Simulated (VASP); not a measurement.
Band structure of ReS₂. Level of theory: PBE GGA, VASP's PBE PAW potentials (set 64) (plane waves; VASP).

The cell holds a wide vacuum, so values per volume refer to the whole cell. Unless said otherwise, spin-orbit coupling is left out, though it shifts the bands of the heavy elements here.

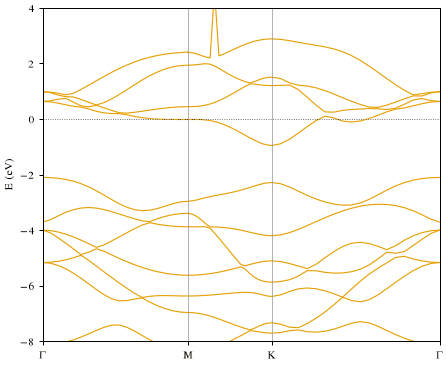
*Bands along high-symmetry lines, zero at the valence-band maximum or, without a gap, the Fermi level*

Read the plot: is there a gap, and where are the band edges?

It has no gap at this level: it comes out as a metal or semimetal.

The cell is a sheet with vacuum, built from a generated structure.
